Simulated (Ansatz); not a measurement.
# Predicting a hybrid from its neighbours: CH5FSi

The species is CH5FSi (8 atoms), meant as a singlet with charge 0. SMILES: `C[SiH2]F`. The shape is that of a PBE0-D4/def2-TZVP optimisation.

The vertical energy of the triplet above the singlet y, in eV, basis 6-311+G(d,p); a is the functional's share of exact exchange. Programs: Ansatz 0.2.0.

```
functional  program     a  y (eV)
    r2SCAN   Ansatz     0    7.46
    revPBE   Ansatz     0    7.19
     B3LYP   Ansatz   0.2    7.70
      PBE0   Ansatz  0.25       ?
     BHLYP   Ansatz   0.5    8.19
```

**Question.** Fit y = c + s·a to the known rows and predict PBE0.

**Answer.** 
1. Means of the 4 rows: a = 0.1750, y = 7.635.
2. Σ(Δa)² = 0.1675, Σ(Δa·Δy) = 0.2905, so the slope is 0.2905/0.1675 = 1.7343.
3. Intercept: 7.635 − (1.7343) × 0.1750 = 7.331. The largest residual of the fit is 0.14.
4. PBE0: 7.331 + (1.7343) × 0.25 = 7.76 eV.

The run gave 7.64 eV, so the prediction is off by +0.12 eV, within the scatter of the fit. The rows mix families of semi-local functionals, which the line can't see.

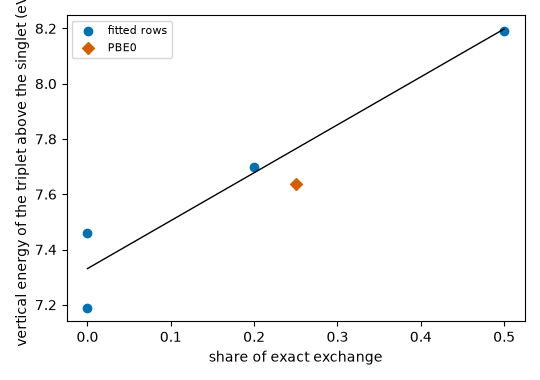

The fitted line, with the withheld row.
